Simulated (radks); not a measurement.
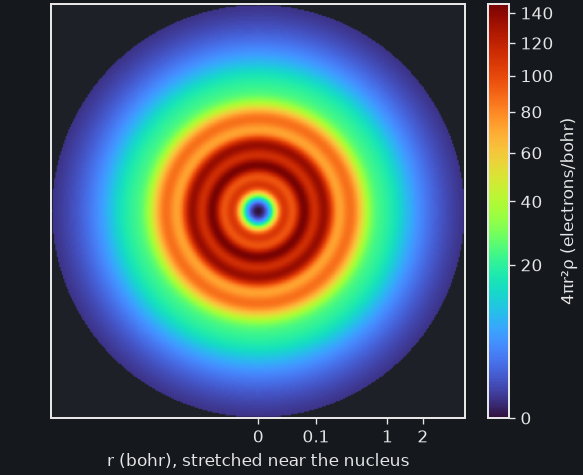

The radial density 4πr²ρ as a disc about the nucleus, with the radius drawn as r to the power 0.35. There are 4 maxima, at r = 0.0115, 0.0528, 0.147 and 0.381 bohr, parted by minima at 0.0221, 0.0947 and 0.270 bohr, inside which lie 1.9, 11.0 and 29.9 electrons. The configuration has 6 principal shells, so not every shell has a maximum of its own.

**Run report: Pt⁺, atomic calculation**

System: the Pt⁺ ion in the configuration [Xe] 4f13 5d9 6s0.5 6p0.5 (4f: 7 up, 6 down, 5d: 5 up, 4 down, 6s: 0.5 up, 0 down, 6p: 0.5 up, 0 down).
Method: scalar-relativistic Kohn-Sham, SCAN, spin-polarised, spherical densities, finite nucleus (the in-house radial solver radks).

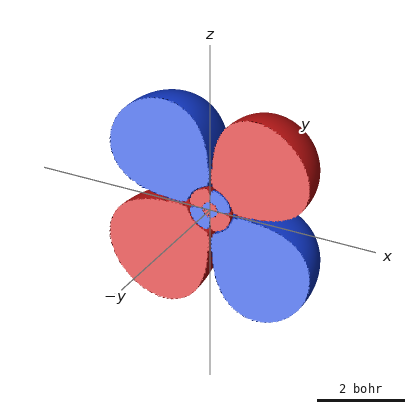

The 5d(xz) orbital of down spin. The radial function comes from the spherical calculation and is multiplied by a real spherical harmonic; the overall sign is chosen so that the largest lobe of P(r) is positive; at the scalar-relativistic level it is the large component. The surface of constant |ψ| that holds about 95 % of the electron is drawn, red where ψ is positive and blue where it is negative, with the half in front of the xz plane cut away and the cut face painted. It has the nodal planes xy and yz and 2 radial nodes, at r = 0.196 and 0.568 bohr. The outermost maximum of P² lies at 1.20 bohr, ⟨r⟩ = 1.52 bohr, 90 % of the charge lies within 2.35 bohr, and the eigenvalue is −18.1 eV, with 4 electrons in the shell for this spin.

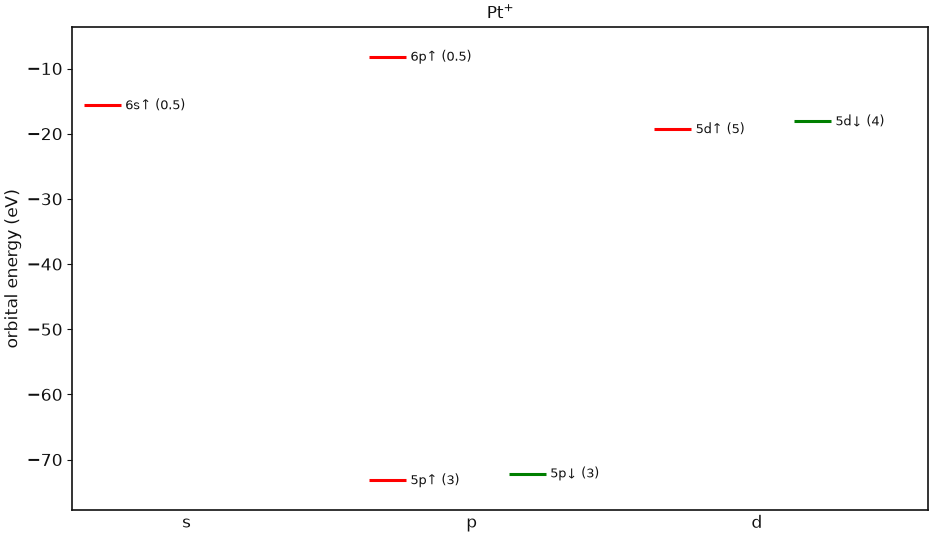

The outer levels are drawn (occupations in brackets, up spins at the left of each column and down spins at the right). The highest occupied level is 6p up at −8.21 eV. From the top down the occupied levels run 6p up (−8.21 eV), 6s up (−15.7 eV), 5d down (−18.1 eV), 5d up (−19.3 eV), 5p down (−72.1 eV), 5p up (−73.2 eV). The largest exchange splitting (down less up) among the shells drawn in both spins is that of 5d, 1.20 eV. The open 4f shell lies under a filled one.

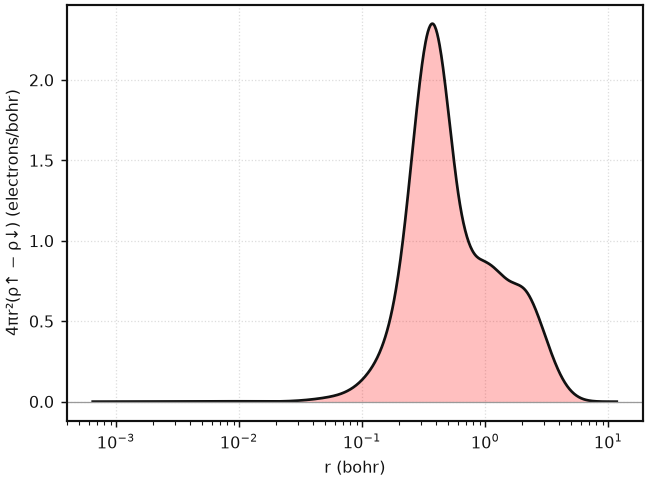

The radial spin density. The curve integrates to 3 unpaired electrons, held by 4f (+1), 5d (+1), 6s (+0.5) and 6p (+0.5). Its largest value, 2.35 electrons/bohr, lies near r = 0.37 bohr. Regions of the opposite sign are negligible.

These pictures come from the run below.

**The input**
```
Z 78
configuration [Xe] 4f13 5d9 6s0.5 6p0.5
relativity scalar-relativistic
functional scan,scan
spin polarised
nucleus finite rms 5.427 fm
c 137.035999084
```

Energies in input and log are in hartree, lengths in bohr (the nuclear radius in fm).

**Log**
```
1s      1   1.0000       -2885.48596320
2s      1   1.0000        -508.72196267
2p      1   3.0000        -440.93151683
3s      1   1.0000        -120.75294441
3p      1   3.0000        -100.89566602
3d      1   5.0000         -79.29705771
4s      1   1.0000         -26.90960396
4p      1   3.0000         -20.34648793
4d      1   5.0000         -12.34811947
4f      1   7.0000          -3.49976601
5s      1   1.0000          -4.44186910
5p      1   3.0000          -2.68921870
5d      1   5.0000          -0.71002439
6s      1   0.5000          -0.57533803
6p      1   0.5000          -0.30153166
1s      2   1.0000       -2885.48514063
2s      2   1.0000        -508.71777421
2p      2   3.0000        -440.92759917
3s      2   1.0000        -120.72203851
3p      2   3.0000        -100.86235895
3d      2   5.0000         -79.26827224
4s      2   1.0000         -26.84554846
4p      2   3.0000         -20.28518095
4d      2   5.0000         -12.28732912
4f      2   6.0000          -3.43663530
5s      2   1.0000          -4.40354004
5p      2   3.0000          -2.65097520
5d      2   4.0000          -0.66597413
6s      2   0.0000          -0.50347160
6p      2   0.0000          -0.24365387
Etot -18409.346957030673
Ekin 20523.376795491095
Encl -45678.19609205342
Eh 7099.914331010315
Exc -354.44199147866664
err 3.041996200544754e-06
it 12
```

**Orbitals**

| orbital | occupation | energy (eV) | ⟨r⟩ (bohr) | outer maximum (bohr) |
| --- | --- | --- | --- | --- |
| 1s up | 1 | −78518.1 | 0.01715 | 0.0106 |
| 1s down | 1 | −78518.1 | 0.01715 | 0.0106 |
| 2s up | 1 | −13843.0 | 0.07233 | 0.0612 |
| 2s down | 1 | −13842.9 | 0.07233 | 0.0612 |
| 2p up | 3 | −11998.4 | 0.06523 | 0.0506 |
| 2p down | 3 | −11998.3 | 0.06523 | 0.0506 |
| 3s up | 1 | −3285.9 | 0.1869 | 0.172 |
| 3s down | 1 | −3285.0 | 0.1869 | 0.172 |
| 3p up | 3 | −2745.5 | 0.1881 | 0.172 |
| 3p down | 3 | −2744.6 | 0.1881 | 0.172 |
| 3d up | 5 | −2157.8 | 0.1706 | 0.140 |
| 3d down | 5 | −2157.0 | 0.1705 | 0.140 |
| 4s up | 1 | −732.248 | 0.4140 | 0.390 |
| 4s down | 1 | −730.505 | 0.4141 | 0.390 |
| 4p up | 3 | −553.656 | 0.4401 | 0.409 |
| 4p down | 3 | −551.988 | 0.4402 | 0.409 |
| 4d up | 5 | −336.009 | 0.4654 | 0.417 |
| 4d down | 5 | −334.355 | 0.4657 | 0.417 |
| 5s up | 1 | −120.869 | 0.9416 | 0.860 |
| 5s down | 1 | −119.826 | 0.9422 | 0.860 |
| 4f up | 7 | −95.233 | 0.5053 | 0.383 |
| 4f down | 6 | −93.516 | 0.5062 | 0.383 |
| 5p up | 3 | −73.177 | 1.082 | 0.967 |
| 5p down | 3 | −72.137 | 1.082 | 0.967 |
| 5d up | 5 | −19.321 | 1.535 | 1.21 |
| 5d down | 4 | −18.122 | 1.521 | 1.20 |
| 6s up | 0.5 | −15.656 | 2.562 | 2.20 |
| 6p up | 0.5 | −8.205 | 3.370 | 2.83 |

**Results in brief**

```tsv
quantity	value
outcome	converged
total energy	−18409.3470 hartree
kinetic energy	20523.3768 hartree
electron–nucleus energy	−45678.1961 hartree
Hartree energy	7099.9143 hartree
exchange–correlation energy	−354.441991 hartree
radius at density 0.001 e/bohr³	4.11 bohr
SCF iterations	12
hardware	1 CPU thread, shared host
```
